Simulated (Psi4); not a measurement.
## Geometry relaxation, with input and output: COS (part 4 of 4)

COS, SMILES O=C=S; TPSS/def2-TZVP, RKS (Psi4 1.11). The geometry comes from this level: PBE0-D4/def2-TZVP.

Geometry of the input (Å):
```
O  0.9220  0.6844  0.5821
C  0.0967  0.0718  0.0611
S  -1.0187  -0.7562  -0.6432
```

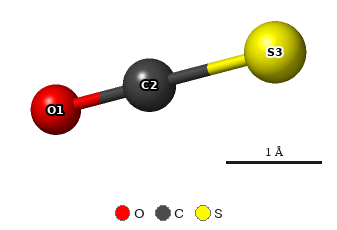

The geometry at step 2 of the log (ball-and-stick view, seen at a tilt; atoms are numbered from 1 in the order of the input).

### Output, continued
```
 L = 1.  Multiply by 2.5417464519 to convert [e a0] to [Debye]
 Dipole X            :          0.0000000            0.0000000            0.0000000
 Dipole Y            :          0.0000000           -0.0000000            0.0000000
 Dipole Z            :         -0.2578472           -0.0193799           -0.2772271
 Magnitude           :                                                    0.2772271

 ------------------------------------------------------------------------------------

	total time  =         16 seconds =       0.27 minutes

         ------------------------------------------------------------
                                   SCF GRAD
         ------------------------------------------------------------

  ==> Geometry <==

    Molecular point group: c1
    Full point group: C_inf_v

    Geometry (in Angstrom), charge = 0, multiplicity = 1:

       Center              X                  Y                   Z               Mass
    ------------   -----------------  -----------------  -----------------  -----------------
         O           -0.000000168609     0.000000000139     1.690017033013    15.994914619570
         C           -0.000000168609     0.000000000109     0.523919304397    12.000000000000
         S            0.000000147635    -0.000000000111    -1.042119217729    31.972071174400

  Nuclear repulsion =   79.013508477713742

   => Molecular Quadrature <=

    Radial Scheme          =       TREUTLER
    Pruning Scheme         =           NONE
    Nuclear Scheme         =       TREUTLER

    Blocking Scheme        =         OCTREE
    BS radius alpha        =              1
    Pruning alpha          =              1
    Radial Points          =             99
    Spherical Points       =            590
    Total Points           =         165505
    Total Blocks           =           1287
    Max Points             =            256
    Max Functions          =             97
    Weights Tolerance      =       1.00E-15

  -Total Gradient:
     Atom            X                  Y                   Z
    ------   -----------------  -----------------  -----------------
       1        0.000000013368    -0.000000000010    -0.000002113660
       2       -0.000000023331     0.000000000027     0.000007354362
       3        0.000000009950    -0.000000000017    -0.000001021474

	total time  =          9 seconds =       0.15 minutes

    			-----------------------------------------

    			 OPTKING 3.0: for geometry optimizations

    			        with contributions from

    			-----------------------------------------

	                            ===> Fragment 1 <==

	 Z (Atomic Numbers)          Masses                          Geom
	       8.000000            15.994915         -0.00000032  0.00000000  3.19366934
	       6.000000            12.000000         -0.00000032  0.00000000  0.99006400
	      16.000000            31.972071          0.00000028 -0.00000000 -1.96931991

	 - Coordinate -           - BOHR/RAD -       - ANG/DEG -
	 R(1,2)           =         2.203605           1.166098
	 R(2,3)           =         2.959384           1.566039
	 L(1,2,3)         =         3.141592         179.999988
	 l(1,2,3)         =         3.141593         180.000000

	        --- Internal Coordinate Step in ANG or DEG, aJ/ANG or AJ/DEG ---
	-------------------------------------------------------------------------------
	           Coordinate      Previous         Force          Change          New
	           ----------      --------        ------          ------        ------
	               R(1,2)       1.16610        0.00003        0.00000       1.16610
	               R(2,3)       1.56604       -0.00002       -0.00000       1.56604
	             L(1,2,3)     179.99999        0.00000        0.00001     180.00000
	             l(1,2,3)     180.00000       -0.00000       -0.00000     180.00000
	-------------------------------------------------------------------------------

	                                 ==> Convergence Check <==

	Measures of convergence in internal coordinates in au.

	Criteria marked as inactive (o), active & met (*), and active & unmet ( ).

	----------------------------------------------------------------------------------------------
	   Step    Total Energy     Delta E     Max Force     RMS Force      Max Disp      RMS Disp
	----------------------------------------------------------------------------------------------
	  Convergence Criteria              o    1.50e-05 *    1.00e-05 *    6.00e-05 *    4.00e-05 *
	----------------------------------------------------------------------------------------------
	     5    -511.64436357   -7.98e-09 o    3.52e-06 *    2.14e-06 *    5.49e-06 *    3.31e-06 *  ~
	----------------------------------------------------------------------------------------------

Next Geometry in Ang
	Fragment 1 (Ang)

	    O  -0.0000002002   0.0000000002   1.6900173716
	    C  -0.0000001135   0.0000000000   0.5239176832
	    S   0.0000001241  -0.0000000001  -1.0421179352

    Final optimized geometry and variables:
    Molecular point group: c1
    Full point group: C_inf_v

    Geometry (in Angstrom), charge = 0, multiplicity = 1:

    O           -0.000000168609     0.000000000139     1.690017033013
    C           -0.000000168609     0.000000000109     0.523919304397
    S            0.000000147635    -0.000000000111    -1.042119217729

[set-up sections that repeat, and orbital energies of the middle runs, are left out above]
```

### Standard output
```
Some dependencies such as QCElemental have not yet finished migration to pydantic v2. If issues are encountered please downgrade pydantic or upgrade QCElemental as appropriate
	Denominators (dg)(dq) or (dq)(dq) are very small.
	Skipping Hessian update for step 4.
Optimizer: Optimization complete!
tpss energy: -511.6443635739 Eh
CURRENT ENERGY                                   -511.6443635739
CURRENT REFERENCE ENERGY                         -511.6443635739
DD SOLVATION ENERGY                                 0.0000000000
DFT FUNCTIONAL TOTAL ENERGY                      -511.6443635739
DFT TOTAL ENERGY                                 -511.6443635739
DFT VV10 ENERGY                                     0.0000000000
DFT XC ENERGY                                     -39.6981059220
GRID ELECTRONS ALPHA                               15.0000000006
GRID ELECTRONS BETA                                15.0000000006
GRID ELECTRONS TOTAL                               30.0000000013
NUCLEAR REPULSION ENERGY                           79.0135084777
ONE-ELECTRON ENERGY                              -860.8656781272
OPTIMIZATION ITERATIONS                             5.0000000000
PCM POLARIZATION ENERGY                             0.0000000000
PE ENERGY                                           0.0000000000
SCF ITERATION ENERGY                             -511.6443635739
SCF ITERATIONS                                      6.0000000000
SCF TOTAL ENERGY                                 -511.6443635739
TWO-ELECTRON ENERGY                               309.9059119976
XC GRID RADIAL POINTS                              99.0000000000
XC GRID SPHERICAL POINTS                          590.0000000000
XC GRID TOTAL POINTS                           165505.0000000000
```

### Trajectory as extended XYZ (Å, eV, eV/Å), 5 frames, from step=0 to step=4
```
3
Properties=species:S:1:pos:R:3:forces:R:3 step=0 energy=-13922.54053
O     0.9220    0.6844    0.5821    1.0377   0.7703   0.6552
C     0.0967    0.0718    0.0611   -0.6908  -0.5127  -0.4361
S    -1.0187   -0.7562   -0.6432   -0.3472  -0.2578  -0.2192
3
Properties=species:S:1:pos:R:3:forces:R:3 step=1 energy=-13922.55207
O     0.9310    0.6911    0.5879    0.1807   0.1341   0.1141
C     0.0977    0.0726    0.0617   -0.1619  -0.1202  -0.1022
S    -1.0236   -0.7599   -0.6463   -0.0189  -0.0140  -0.0119
3
Properties=species:S:1:pos:R:3:forces:R:3 step=2 energy=-13922.55239
O     0.9325    0.6922    0.5888    0.0151   0.0112   0.0095
C     0.0975    0.0724    0.0616   -0.0242  -0.0179  -0.0153
S    -1.0242   -0.7603   -0.6467    0.0089   0.0066   0.0056
3
Properties=species:S:1:pos:R:3:forces:R:3 step=3 energy=-13922.55240
O     0.9325    0.6922    0.5888    0.0022   0.0016   0.0014
C     0.0974    0.0723    0.0615   -0.0049  -0.0036  -0.0031
S    -1.0242   -0.7603   -0.6467    0.0026   0.0019   0.0016
3
Properties=species:S:1:pos:R:3:forces:R:3 step=4 energy=-13922.55240
O     0.9325    0.6922    0.5888    0.0001   0.0001   0.0001
C     0.0974    0.0723    0.0615   -0.0003  -0.0002  -0.0002
S    -1.0242   -0.7603   -0.6467    0.0000   0.0000   0.0000
```

### Summary

| quantity | value |
| --- | --- |
| outcome | converged |
| total energy | −511.644364 hartree |
| basis functions | 99 |
| HOMO | −7.53 eV |
| LUMO | −1.80 eV |
| dipole moment | 0.70 D |
| hardware | 1 thread of Intel Xeon @ 2.70GHz, 189 GiB of memory available, shared host |
| wall time | 2.2 min |
| peak memory | 0.8 GiB |
